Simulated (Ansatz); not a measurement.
# One shape, several levels: SiH4 (SMILES [SiH4])

Wanted: a comparison of 6 runs (HF/6-31G, B2PLYP/3-21G, CAM-B3LYP/3-21G, HSE06/3-21G, wB97X/6-31G, CCSD(T)/3-21G) of SiH4. 

The results are computed with Ansatz 0.2.0.

53 further runs of the same task are left out: 2 that didn't finish, 51 set aside as unsound or not needed.

### 1 Starting point

The species is SiH4 (5 atoms), meant as a singlet with charge 0. As SMILES, `[SiH4]`. The H2–Si1 distance was set to 1.856 Å, away from the relaxed value.

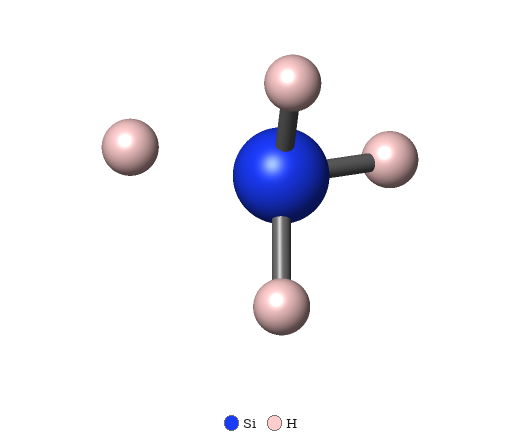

Viewed from a chosen angle; silicon blue, hydrogen pink.

### 2 The energy at HF/6-31G (run 1)

Input file molecule.yaml:

```yaml
crystal:
  periodic: [false, false, false]
  atoms:
    - {symbol: Si, position_ang: [-0.241871, 0.172079, -0.222823]}
    - {symbol: H, position_ang: [0.967600, -0.688400, 0.890900]}
    - {symbol: H, position_ang: [-1.572871, 0.216979, 0.433277]}
    - {symbol: H, position_ang: [-0.346971, -0.568221, -1.505323]}
    - {symbol: H, position_ang: [0.226629, 1.555879, -0.486923]}
basis:
  gaussian: {orbitals: 6-31G}
total_charge: 0
hamiltonian: {xc: hf}
accuracy: high
```

Started as:

```console
$ ansatz run molecule.yaml --threads 1 --pin off --max-ram 2610MiB --events-out events.jsonl --progress --plain --runs-dir runs
```

What it wrote:

```text
Warning: RAYON_NUM_THREADS=1 ignored (pool sized by the plan → 1); use --threads N
Functional definition: HF
  name "HF"
  exchange = exact_x
  correlation = 0
480 factors; integrals over basis functions are off by at most 2.8e-9 eV
mean field evaluation 1: about -7922.1839 eV, gradient 7.1e0 eV
mean field evaluation 2: about -7922.1857 eV, gradient 7.1e0 eV
mean field evaluation 4: about -7922.4826 eV, gradient 2.1e-1 eV
mean field evaluation 8: about -7922.4829 eV, gradient 3.7e-4 eV
mean field -7922.48288603 eV, -291.1458760097 hartree, gradient 1.6e-8 eV, S^2 0.000000; 0 other end points of the search recorded, 0 dependent functions left out
reference -7922.48288603 eV, -291.1458760097 hartree; 9, 9 occupied and 12, 12 virtual orbitals, 480 factors
Total energy: -7922.48288603 eV, -291.1458760097 hartree
```

Wall time 0.16 s (1 thread of Arm Neoverse V1, shared host).

### 3 A single-point energy at B2PLYP/3-21G (run 2)

Input file run.yaml:

```yaml
basis:
  gaussian:
    orbitals: 3-21G.json
crystal:
  periodic: [false, false, false]
  atoms:
    - symbol: Si
      position_ang: [-0.241871, 0.172079, -0.222823]
    - symbol: H
      position_ang: [0.967600, -0.688400, 0.890900]
    - symbol: H
      position_ang: [-1.572871, 0.216979, 0.433277]
    - symbol: H
      position_ang: [-0.346971, -0.568221, -1.505323]
    - symbol: H
      position_ang: [0.226629, 1.555879, -0.486923]
hamiltonian:
  xc: {name: B2PLYP}
correlation:
  frozen_orbitals: {H: 0, Si: 5}
accuracy: high
```

The basis set 3-21G is read from a file made from the Basis Set Exchange's data (not shown).

Started as:

```console
$ ansatz run run.yaml --threads 1 --pin off --max-ram 2610MiB --events-out events.jsonl --progress --plain --runs-dir runs
```

What it wrote:

```text
Warning: RAYON_NUM_THREADS=1 ignored (pool sized by the plan → 1); use --threads N
Functional definition: B2PLYP
  name "B2PLYP"
  parameter a = 0.53
  parameter c = 0.27
  exchange = (1 - a)*b88_x + a*exact_x
  correlation = (1 - c)*lyp_c + c*(mp2_os + mp2_ss)
423 factors; integrals over basis functions are off by at most 2.7e-9 eV
mean field evaluation 1: about -7894.3756 eV, gradient 3.1e0 eV
mean field evaluation 2: about -7894.3684 eV, gradient 3.1e0 eV
mean field evaluation 4: about -7894.4161 eV, gradient 3.0e-2 eV
mean field evaluation 8: about -7894.4161 eV, gradient 2.0e-4 eV
mean field -7894.41607958 eV, -290.1144398973 hartree, gradient 3.9e-8 eV, S^2 0.000000; 0 other end points of the search recorded, 0 dependent functions left out
5 core orbitals not correlated: weight in the atoms' cores, before any rotation towards them, 1.000 or more for the frozen orbitals, at most 0.000 for the correlated occupied ones
reference -7894.41610018 eV, -290.1144406542 hartree; 4, 4 occupied and 12, 12 virtual orbitals, 423 factors
second order -2.32138425 eV of doubles, -0.00000000 eV of singles
Total energy: -7895.04287393 eV, -290.1374741645 hartree
```

Wall time 1.1 s (1 thread of Arm Neoverse V1, shared host).

### 4 A single-point energy at CAM-B3LYP/3-21G (run 3)

Changes to molecule.yaml since step 2:

```diff
@@ -9,5 +9,8 @@
 basis:
-  gaussian: {orbitals: 6-31G}
-total_charge: 0
-hamiltonian: {xc: hf}
+  gaussian:
+    orbitals: 3-21G.json
+hamiltonian:
+  xc: {name: CAM-B3LYP}
 accuracy: high
+magnetization:
+  spin_polarized: false
```

The basis set 3-21G is read from a file made from the Basis Set Exchange's data (not shown).

Started as:

```console
$ ansatz run molecule.yaml --threads 1 --pin off --max-ram 2610MiB --events-out events.jsonl --progress --plain --runs-dir runs
```

What it wrote:

```text
Warning: RAYON_NUM_THREADS=1 ignored (pool sized by the plan → 1); use --threads N
Functional definition: CAM-B3LYP
  name "CAM-B3LYP"
  parameter alpha = 0.19
  parameter beta = 0.46
  parameter omega = 0.33/bohr
  parameter ac = 0.81
  exchange = (1 - alpha - beta)*b88_x + beta*b88_x_sr(omega) + alpha*exact_x + beta*exact_x_lr(omega)
  correlation = (1 - ac)*vwn5_c + ac*lyp_c
423 factors; integrals over basis functions are off by at most 2.7e-9 eV
182 factors; integrals over basis functions are off by at most 1.3e-9 eV
mean field evaluation 1: about -7899.1378 eV, gradient 3.0e0 eV
mean field evaluation 2: about -7899.1784 eV, gradient 5.1e-1 eV
mean field evaluation 4: about -7899.1681 eV, gradient 1.7e-1 eV
mean field evaluation 8: about -7899.1682 eV, gradient 5.6e-4 eV
mean field -7899.16822656 eV, -290.2890780776 hartree, gradient 3.5e-8 eV, S^2 0.000000; 0 other end points of the search recorded, 0 dependent functions left out
reference -7899.16824220 eV, -290.2890786524 hartree; 9, 9 occupied and 12, 12 virtual orbitals, 423 factors
Total energy: -7899.16824220 eV, -290.2890786524 hartree
```

Wall time 0.89 s (1 thread of Arm Neoverse V1, shared host).

Runs 4 to 5 aren't shown in full; the table further down has their settings and results.

### 5 The energy at CCSD(T)/3-21G (run 6)

Input file input.yaml:

```yaml
crystal:
  periodic: [false, false, false]
  atoms:
    - {symbol: Si, position_ang: [-0.241871, 0.172079, -0.222823]}
    - {symbol: H, position_ang: [0.967600, -0.688400, 0.890900]}
    - {symbol: H, position_ang: [-1.572871, 0.216979, 0.433277]}
    - {symbol: H, position_ang: [-0.346971, -0.568221, -1.505323]}
    - {symbol: H, position_ang: [0.226629, 1.555879, -0.486923]}
basis:
  gaussian:
    orbitals: 3-21G.json
scf:
  omitted_lower_state_checks: [cluster_reference, increment]
accuracy: high
correlation:
  method: ccsd_t
  frozen_orbitals: {H: 0, Si: 5}
```

The basis set 3-21G is read from a file made from the Basis Set Exchange's data (not shown).

Started as:

```console
$ ansatz run input.yaml --threads 1 --pin off --max-ram 2610MiB --events-out events.jsonl --progress --plain --runs-dir runs
```

What it wrote (excerpt; [...] marks lines left out):

```text
Warning: RAYON_NUM_THREADS=1 ignored (pool sized by the plan → 1); use --threads N
[... 2 set-up lines as earlier in the session ...]
[...]
423 factors; integrals over basis functions are off by at most 2.7e-9 eV
[...]
mean field -7882.01087400 eV, -289.6585570005 hartree, gradient 4.5e-8 eV, S^2 0.000000; 0 other end points of the search recorded, 0 dependent functions left out
5 core orbitals not correlated: weight in the atoms' cores, before any rotation towards them, 1.000 or more for the frozen orbitals, at most 0.000 for the correlated occupied ones
reference -7882.01087400 eV, -289.6585570005 hartree; 4, 4 occupied and 12, 12 virtual orbitals, 423 factors
second order -1.80741757 eV of doubles, -0.00000000 eV of singles
cycle   1  -2.27131706 eV  change   -4.6e-1 eV  update   6.0e-2
[...]
cycle  16  -2.52730377 eV  change  -1.1e-11 eV  update  9.8e-10
perturbative correction -0.03134883 eV, -0.0011520484 hartree
Total energy: -7884.56952660 eV, -289.7525857492 hartree
Checks for a lower state left out: cluster_reference, increment
```

Run time: 0.14 s. Hardware: 1 thread of Arm Neoverse V1, shared host.

### 6 The series

```
run            level  frozen core orbitals  energy (Eh)  wall time
  1         HF/6-31G                     –  -291.145876     0.16 s
  2     B2PLYP/3-21G                     5  -290.137474      1.1 s
  3  CAM-B3LYP/3-21G                     –  -290.289079     0.89 s
  4      HSE06/3-21G                     –  -290.157562     0.97 s
  5      wB97X/6-31G                     –  -291.787374      3.6 s
  6    CCSD(T)/3-21G                     5  -289.752586     0.14 s
```

### 7 Summary of results

```
                                          quantity          value
                               run 6: total energy  -289.75259 Eh
run 6: correlation energy (5 core orbitals frozen)      -94.0 mEh
                             run 6: (T) correction      -1.15 mEh
                              run 6: T1 diagnostic          0.010
```

Totals of different functionals can't be ranked against each other. All runs together took 6.9 s, the longest 3.6 s.
